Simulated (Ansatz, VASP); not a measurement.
# AlIn: VASP beside Ansatz

Wanted: the spread between two codes on one cell, functional and k mesh. The cell is invented: As first built, before any earlier steps moved the atoms: it takes the Al structure with some of its atoms replaced by other elements, volume scaled by an estimate. It may not be a known or stable phase. The cell comes out of the VASP series on this material, whose earlier steps may have relaxed, scaled or displaced it; both programs get it as it stands.

Main program and level: Ansatz 0.2.0; plane waves, with VASP 6.6.1 beside it; relaxation of cell and atoms at PBE with D3(BJ).

## Step 1: Set-up

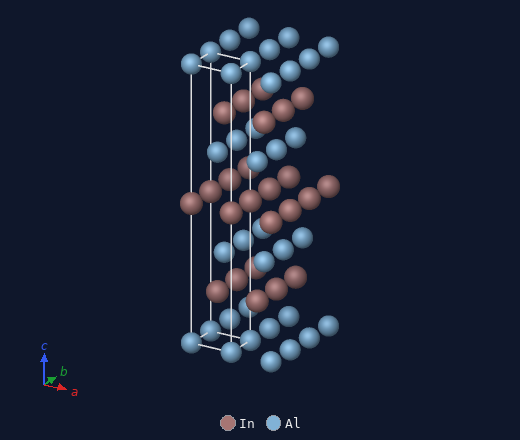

The cell as given, slightly off an axis (indium brown, aluminium light blue). 2×3×1 cells are drawn. This picture shows the conventional cell, with its axes. Some periodic images of atoms are drawn too.

## Step 2: VASP: relaxation of cell and atoms, PBE with D3(BJ)

The relaxed volume is the usual yardstick between codes: its relative difference is about their pressure difference at one cell divided by the bulk modulus.

Lines of VASP's logs that name or quote its potential files are left out, and so is its time.

Input file INCAR:

```
SYSTEM = AlIn
PREC = Accurate
ENCUT = 400
EDIFF = 1E-06
NELM = 100
ISMEAR = 1
SIGMA = 0.2
LREAL = .FALSE.
ALGO = Normal
GGA = PE
IVDW = 12
NBANDS = 14
LORBIT = 11
LWAVE = .FALSE.
LCHARG = .FALSE.
IBRION = 2
NSW = 60
ISIF = 3
EDIFFG = -0.01
```

Input file POSCAR:

```
AlIn
1.0
    1.5700117919      0.9064465109      4.9610481881
   -1.5700117919      0.9064465109      4.9610481881
    0.0000000000     -1.8128930218      4.9610481881
In Al
1 1
Direct
    0.5000000000      0.5000000000      0.5000000000
    0.0000000000      0.0000000000      0.0000000000
```

Input file KPOINTS:

```
Automatic mesh
0
Gamma
7 7 7
0 0 0
```

PAW data sets: In_d and Al (PBE family, release 64).

Run with:

```bash
$ mpirun -np 1 vasp_std
```

Numbers of over 12 decimals in the logs are rounded to 6 here.

Output:

```text
[banner, memory and clock lines left out]
running    1 mpi-ranks, on    1 nodes
 distrk:  each k-point on    1 cores,    1 groups
 distr:  one band on    1 cores,    1 groups

 POSCAR found type information on POSCAR InAl
 POSCAR found :  2 types and       2 ions
 LDA part: xc-table for (Slater+PW92), standard interpolation
 POSCAR, INCAR and KPOINTS ok, starting setup
 FFT: planning ... GRIDC
 FFT: planning ... GRID_SOFT
 FFT: planning ... GRID
 WAVECAR not read
 entering main loop
       N       E                     dE             d eps       ncg     rms          rms(c)
DAV:   1     0.815767343957E+02    0.81577E+02   -0.63701E+03  1256   0.110E+03
DAV:   2    -0.198249970411E+01   -0.83559E+02   -0.79921E+02  1316   0.265E+02
DAV:   3    -0.592570851546E+01   -0.39432E+01   -0.39185E+01  1676   0.598E+01
DAV:   4    -0.602172199273E+01   -0.96013E-01   -0.95992E-01  1504   0.934E+00
DAV:   5    -0.602636981458E+01   -0.46478E-02   -0.46478E-02  1786   0.177E+00    0.363E+00
DAV:   6    -0.596179700481E+01    0.64573E-01   -0.10208E-01  1544   0.616E+00    0.189E+00
DAV:   7    -0.594745999200E+01    0.14337E-01   -0.24074E-02  1732   0.244E+00    0.359E-01
DAV:   8    -0.594591644840E+01    0.15435E-02   -0.14827E-03  1532   0.500E-01    0.148E-01
DAV:   9    -0.594572194410E+01    0.19450E-03   -0.20622E-04  1334   0.134E-01    0.369E-02
DAV:  10    -0.594572234716E+01   -0.40306E-06   -0.12376E-05  1708   0.310E-02    0.146E-02
DAV:  11    -0.594572247066E+01   -0.12350E-06   -0.95114E-07   938   0.134E-02
   1 F= -.66177042E+01 E0= -.66165133E+01  d E =-.661770E+01
 curvature:   0.00 expect dE= 0.000E+00 dE for cont linesearch  0.000E+00
 trial: gam= 0.00000 g(F)=  0.156E-57 g(S)=  0.180E-04 ort = 0.000E+00 (trialstep = 0.100E+01)
 search vector abs. value=  0.180E-04
 reached required accuracy - stopping structural energy minimisation
```

OUTCAR, selected parts (step 2):

```text
ion  position               nearest neighbor table
   1  0.500  0.500  0.500-   2 3.07   2 3.07   2 3.07   2 3.07   2 3.07   2 3.07
   2  0.000  0.000  0.000-   1 3.07   1 3.07   1 3.07   1 3.07   1 3.07   1 3.07

  LATTYP: Found a trigonal (rhomboedric) cell.
 ALAT       =     5.2819107744
 COS(alpha) =     0.8232930206

 Subroutine GETGRP returns: Found 12 space group operations
 (whereof 12 operations were pure point group operations)

The static configuration has the point symmetry D_3d.

 Found     44 irreducible k-points:

   k-points           NKPTS =     44   k-points in BZ     NKDIM =     44   number of bands    NBANDS=     14

   dimension x,y,z NGX =    36 NGY =   36 NGZ =   36
   dimension x,y,z NGXF=    72 NGYF=   72 NGZF=   72

   ENCUT  =  400.0 eV  29.40 Ry    5.42 a.u.   8.61  8.61  8.61*2*pi/ulx,y,z

   NELECT =      16.0000    total number of electrons

 k-points in reciprocal lattice and weights: Automatic mesh
   0.00000000  0.00000000  0.00000000       0.003
   0.14285714 -0.00000000  0.00000000       0.017
   0.28571429 -0.00000000  0.00000000       0.017
   0.42857143 -0.00000000  0.00000000       0.017
   0.14285714  0.14285714  0.00000000       0.017
   0.28571429  0.14285714  0.00000000       0.035
   0.42857143  0.14285714 -0.00000000       0.035
  -0.42857143  0.14285714 -0.00000000       0.035
  -0.28571429  0.14285714 -0.00000000       0.035
[...]
0.42857143  0.42857143  0.42857143       0.006
  -0.42857143  0.42857143  0.42857143       0.017

 average (electrostatic) potential at core
       1 -93.4926       2 -73.0512

 E-fermi :   7.8571

 k-point     1 :       0.0000    0.0000    0.0000
  band No.  band energies     occupation
    ...
      4      -6.5586      2.00000
      5      -6.5586      2.00000
      6      -2.4648      2.00000
      7       4.0362      2.00000
      8       4.0893      2.00000
      9      16.6590      0.00000
     10      16.6590      0.00000
     11      18.7136      0.00000
     12      18.7136      0.00000
     13      19.3133      0.00000
    ...

 k-point     2 :       0.1429   -0.0000    0.0000
  band No.  band energies     occupation
    ...
      4      -6.6233      2.00000
      5      -6.5714      2.00000
      6      -2.0164      2.00000
      7       3.8989      2.00000
      8       5.1044      2.00000
      9      13.1794      0.00000
     10      15.4106      0.00000
     11      15.9978      0.00000
     12      17.1167      0.00000
     13      17.5338      0.00000
    ...

 k-point     3 :       0.2857   -0.0000    0.0000
  band No.  band energies     occupation
    ...
      4      -6.6027      2.00000
      5      -6.5768      2.00000
      6      -0.6497      2.00000
      7       4.6001      2.00000
      8       6.9614      2.00000
      9       8.8115     -0.00000
     10      11.9765      0.00000
     11      14.1810      0.00000
     12      15.3510      0.00000
     13      15.6556      0.00000
    ...

 Edisp (eV)   -0.67198

  Total       0.01920     0.01920    -0.00276     0.00000     0.00000    -0.00000
  in kB       0.72599     0.72599    -0.10456     0.00000     0.00000    -0.00000
  external pressure =        0.45 kB  Pullay stress =        0.00 kB

  energy-cutoff  :      400.00
  volume of cell :       42.36
      direct lattice vectors                 reciprocal lattice vectors
     1.570011792  0.906446511  4.961048188     0.318468946  0.183868176  0.067190102
    -1.570011792  0.906446511  4.961048188    -0.318468946  0.183868176  0.067190102
     0.000000000 -1.812893022  4.961048188     0.000000000 -0.367736352  0.067190102

 POSITION                                       TOTAL-FORCE (eV/Angst)
 -----------------------------------------------------------------------------------
      0.00000      0.00000      7.44157         0.000000      0.000000     -0.000000
      0.00000      0.00000      0.00000        -0.000000     -0.000000      0.000000
 -----------------------------------------------------------------------------------
    total drift:                                0.000000     -0.000000      0.000000

  FREE ENERGIE OF THE ION-ELECTRON SYSTEM (eV)
  ---------------------------------------------------
  free  energy   TOTEN  =        -6.6177041559 eV

  energy  without entropy=       -6.6141316721  energy(sigma->0) =       -6.61651333

 reached required accuracy - stopping structural energy minimisation

 total charge
# of ion       s       p       d       tot
------------------------------------------
    1        0.955   0.630   9.868  11.453
    2        0.479   0.259   0.000   0.737
--------------------------------------------------
tot          1.434   0.888   9.868  12.191

[... 3 further parts left out ...]
```

## Step 3: Ansatz: relaxation of cell and atoms, PBE with D3(BJ)

Ansatz runs on its default PAW (the set named soft_2) files.

The same cell, functional, mesh and smearing now go to Ansatz, which takes its cutoff from its data sets.

Input file input.yaml:

```yaml
crystal:
  lattice:
    - [1.5700117919, 0.9064465109, 4.9610481881]
    - [-1.5700117919, 0.9064465109, 4.9610481881]
    - [0.0, -1.8128930218, 4.9610481881]
  atoms:
    - { symbol: In, position: [0.5, 0.5, 0.5] }
    - { symbol: Al, position: [0.0, 0.0, 0.0] }
hamiltonian:
  xc: pbe
  pseudopotentials: { kind: paw }
  dispersion: d3bj
kpoints:
  mp_grid: { grid: [7, 7, 7] }
scf:
  occupations: { method: methfessel_paxton, width: 0.2 }
relax:
  f_tol: 0.01
  max_steps: 60
  cell: { stress_tol: 0.05 }
output:
  forces: true
  stress: true
```

Run with:

```bash
$ ansatz run input.yaml --threads 4 --pin off --max-ram 9216MiB --backend cpu --events-out ev --progress --plain --runs-dir out
```

Output:

```text
basis.fft_grid_basis auto: the FFT boxes are laid along the combinations [[1, 0, -1], [0, 1, -1], [0, 0, 1]] of the cell's own vectors, 3.140, 3.140 and 5.282 Å long. The dense box has 24×24×36 points. Along the cell's own vectors, as sized, it would have 36×36×36, 2.25 times as many. Of the 12 symmetry operations that the crystal satisfies within crystal.symmetry.tolerance (time reversal apart; of a slab, those that [...]
Engine: ansatz 0.2.0, aarch64-unknown-linux-gnu
Pseudopotentials: kind: paw
Pseudopotential: In, paw, valence charge 13, recommended cutoff 420 eV (normal), In.paw.azcp
Pseudopotential: Al, paw, valence charge 3, recommended cutoff 420 eV (normal), Al.paw.azcp
Functional definition: PBE
  parameter kappa = 0.804
  parameter beta = 0.066725
  exchange = pbe_x(kappa = kappa, mu = beta*pi^2/3)
  correlation = pbe_c(beta = beta)
Crystal: 2 atoms, lattice volume = 42.361 Å³
Basis set: ecut = 420 eV, 833 PW (Γ), FFT grids on a1−a3, a2−a3, a3, exchange–correlation on 48×48×72 points (8 copies of the dense FFT grid, shifted against one another)
Bands: 12, of which v1, the nominal top of the filled ones, is band 8 counted from 1 (7 counted from 0)
Symmetry: 12 space group operations
Space group: R-3m (ITA 166), of the structure as read, at distance tolerance 3.5e-5 Å
k-points: 44 of 343
Non-local potential: In, projectors of the file, l = 0: 2, l = 1: 2, l = 2: 2, l = 3: 2
Non-local potential: Al, projectors of the file, l = 0: 2, l = 1: 2, l = 2: 1
PAW form: soft (Blöchl's): semilocal exchange-correlation on the pseudo side does not see the compensation charge
PAW one-centre angular grid: In, 590 points (default); XC on 64 Gauss nodes
PAW one-centre angular grid: Al, 110 points (default); XC on 64 Gauss nodes
Initial density: superposition of atomic densities (neutral atoms: chi_scale 0, normalization atom), corrected by the library's trained network
Initial wavefunctions: pseudopotential atomic-orbital guess
Functional: x = pbe(κ = 0.804, μ = 0.219515), c = pbe(β = 0.066725)
SCF iter   1: F=—  HF=-6135.662162 eV  |F-HF|=—  |Δ(HF+E_count)|=         —  Δρ=1.54e-3  dr2=3.67e-3  ethr=1.77e-3  ⟨swp⟩=5.2  Hψ=3116  notcnv=0
preconditioner: auto → none  [metal: Δε(μ)=0.060 eV  Ē_g=14.801 eV  σ=0.200 eV  W_gap=0.25  n_scr=2 (ndim 8)  ℏωp=22.8 eV  f_vac=0.000  D(μ)=1.00/eV (n_scr^D=2)  sad-step TF]
SCF iter   2: F=—  HF=-6135.660890 eV  |F-HF|=—  |Δ(HF+E_count)|=   1.27e-3  S|Δr|=    0.00e0  Δρ=8.66e-4  dr2=1.14e-3  ethr=2.29e-5  ⟨swp⟩=2.4  Hψ=1145  notcnv=0
SCF iter   3: F=—  HF=-6135.660656 eV  |F-HF|=—  |Δ(HF+E_count)|=   2.34e-4  S|Δr|=    0.00e0  Δρ=5.98e-4  dr2=2.26e-4  ethr=7.14e-6  ⟨swp⟩=2.4  Hψ=757  notcnv=0
SCF iter   4: F=—  HF=-6135.660579 eV  |F-HF|=—  |Δ(HF+E_count)|=   7.66e-5  S|Δr|=    0.00e0  Δρ=1.31e-4  dr2=5.46e-6  ethr=1.41e-6  ⟨swp⟩=2.7  Hψ=831  notcnv=0
SCF iter   5: F=—  HF=-6135.660581 eV  |F-HF|=—  |Δ(HF+E_count)|=   1.69e-6  S|Δr|=    0.00e0  Δρ=1.46e-5  dr2=1.61e-7  ethr=3.41e-8  ⟨swp⟩=2.5  Hψ=832  notcnv=0
SCF iter   6: F=-6135.660581 eV  HF=-6135.660581 eV  |F-HF|=1.27e-8  |Δ(HF+E_count)|=   4.55e-8  S|Δr|=    0.00e0  Δρ=7.64e-6  dr2=1.41e-8  ethr=6.25e-10  ⟨swp⟩=4.5  Hψ=1577  notcnv=0
SCF 1 converged in 6 iterations: F = -6135.660581 eV  dr2 = 1.41e-8
  greatest PAW one-centre occupation: 0.981 electrons in one spin orbital (limit 2), on the In atom at site 0 (counted from 0), in its partial waves of l = 2
relax step   1: F+E_penalty+E_count = -6135.66058094 eV  Δ(F+E_penalty+E_count) = +0.000e0 eV  max|allowed force component| = 3.445e-29 eV/Å  Δτ_max = 0.0000 Å  P = +0.077 GPa  Ω = 42.361 Å³  (6 SCF iters, dr2 threshold 1.00e-7 eV, accepted)
[...]
relax step   2: F+E_penalty+E_count = -6135.66058233 eV  Δ(F+E_penalty+E_count) = -1.392e-6 eV  max|allowed force component| = 1.349e-28 eV/Å  Δτ_max = 0.0000 Å  P = -0.018 GPa  Ω = 42.434 Å³  energy of the carried Pulay correction = -2.120e-5 eV  (4 SCF iters, dr2 threshold 2.52e-8 eV, accepted)
[...]
relax step   3: F+E_penalty+E_count = -6135.66058870 eV  Δ(F+E_penalty+E_count) = -6.370e-6 eV  max|allowed force component| = 1.325e-28 eV/Å  Δτ_max = 0.0000 Å  P = -0.016 GPa  Ω = 42.434 Å³  energy of the carried Pulay correction = -2.063e-5 eV  (4 SCF iters, dr2 threshold 8.84e-9 eV, accepted)
[...]
relax step   4: F+E_penalty+E_count = -6135.66061637 eV  Δ(F+E_penalty+E_count) = -2.767e-5 eV  max|allowed force component| = 2.062e-28 eV/Å  Δτ_max = 0.0000 Å  P = -0.001 GPa  Ω = 42.426 Å³  energy of the carried Pulay correction = -1.599e-5 eV  (4 SCF iters, dr2 threshold 6.77e-9 eV, accepted)
[...]
relax step   5: F+E_penalty+E_count = -6135.66063258 eV  Δ(F+E_penalty+E_count) = -1.621e-5 eV  max|allowed force component| = 6.732e-29 eV/Å  Δτ_max = 0.0000 Å  P = -0.001 GPa  Ω = 42.426 Å³  stress off target by 1.62e-2 GPa  SCF on the basis re-selected at this cell (its energy is not comparable with the rows above)  (5 SCF iters)
basis re-selected at this cell: Δ(F+E_penalty+E_count) = -1.621e-5 eV, ΔP = +0.000 GPa vs the last step (what re-selecting the basis moved, of the pressure what is left beyond the Pulay correction that the steps carried, after the strain that the cell walked since its last selection, with what the two solves' SCF thresholds leave and, on support functions, any second-order correction that the steps lacked; it is no m [...]
SCF converged after 5 iterations
Stability not checked: this state was not tested for a lower state beside it, because cold or Methfessel-Paxton smearing, or corrected tetrahedra, fill the levels in a way that the test cannot read (fill_not_monotonic; see scf.lower_state_search)
Free energy (F): -6135.660633 eV
Harris-Foulkes:  -6135.660633 eV  (|F-HF|=0.00e0)
Internal energy: -6135.656634 eV  (E = F + TS)
E sigma→0 (E₀):  -6135.659633 eV
Entropy (-TS):   -0.003998 eV (-1.999 meV/atom)
Fermi energy:    9.503274 eV
--- Per-component energies (eV) ---
  E_band       = -18.134405
  E_kinetic    = 263.722739
  E_local      = -1344.094265  (includes V_loc(G=0)·N_el)
  E_nonlocal   = 376.943331
  E_hartree    = 558.845122
  E_xc         = -255.290779
  E_vxc        = -128.487394  (∫ρ·V_xc dr)
  E_paw        = -4620.183861  (= ΣΔE_a)
  E_vpaw       = -303.909128  (= ΣTr[D̂ρ^β])
  E_aug_tail   = 0.000024  (compensation charges beyond the density's cutoff)
  E_ewald      = -1114.927809
  E_disp       = -0.671135  (pairwise vdW)
  E_smearing   = -0.003998  (= −TS)
  E_closure    = 0.000000  (closes the sum)
  Σ components = -6135.660633   (vs F -6135.660633, Δ=0.00e0)
--- Forces (eV/Å), atoms counted from 1 ---
  atom   1  In    -0.00000000     0.00000000    -0.00000000
  atom   2  Al    -0.00000000     0.00000000     0.00000000
  max |Σ_I F_I| component: 1.35e-28 eV/Å
--- Stress (GPa, compression-positive) ---
        0.006518      -0.000000      -0.000000
       -0.000000       0.006518       0.000000
       -0.000000       0.000000      -0.016166
  P = ⅓ Tr σ = -0.0010 GPa (-0.010 kbar)
--- Relaxed structure (4 steps of the walk, 4 accepted, 1 SCFs on fresh bases) ---
  F+E_penalty+E_count = -6135.66063258 eV   max|allowed force component| = 6.732e-29 eV/Å   (the final SCF, on the basis selected at the relaxed cell)
  cell:  # Å, volume = 42.4264 Å³
    - [1.573438, 0.908425, 4.947050]
    - [-1.573438, 0.908425, 4.947050]
    - [0, -1.816850, 4.947050]
  atoms:
    - { symbol: In, position: [0.500000, 0.500000, 0.500000] }
    - { symbol: Al, position: [0, 0, 0] }
```

The job ended after 1.8 s (4 threads of Arm Neoverse V2, shared host; peak memory 0.33 GiB).

## Step 4: Side by side

Known differences besides the PAW data sets themselves: both relaxations stop at a tolerance, which leaves soft axes loose, and VASP keeps its plane-wave basis; the cutoff is 420 eV in Ansatz and 400 eV in VASP; VASP leaves aspherical gradient terms in its spheres out (LASPH is not set), Ansatz keeps them; Ansatz adds a Pulay correction to the stress that steers its cell, VASP none. Total energies have different zeros and are not compared.

Compared:

| quantity | Ansatz | VASP | difference |
| --- | --- | --- | --- |
| volume (Å³) | 42.43 | 42.36 | +0.15 % |
| edge a after relaxation, in the typed setting (Å) | 5.270 | 5.282 | -0.22 % |

The walks stopped with 0.00 GPa left in Ansatz and 0.04 GPa in VASP; each walk ends within a tolerance, so the volume difference is uncertain by about these residues over the bulk modulus, most in soft cells.

## Step 5: Results

```
difference in edge a after relaxation, in the typed setting (relaxation of cell and atoms, PBE with D3(BJ)) : -0.22 %
```

What this shows: The difference in edge a after relaxation, in the typed setting is -0.22 % (relaxation of cell and atoms, PBE with D3(BJ)), within the 1.2 % picked in this series as the mark of a large difference, as far as the stopping tolerances let one tell. How closely two codes agree says nothing of how well the functional describes the real material.

[Lines on the potential files, build, host, timing and source positions are cut from VASP's logs without a mark.]

[Logs are printed without paths, hosts, clocks, repeated set-up lines and the standing remarks that a program may print on its own settings, such as how far it seeks lower states.]

[Hosts, paths, dates, database ids (printed as entryN), source tags and the programs' standing remarks are cut or masked in the printed files.]
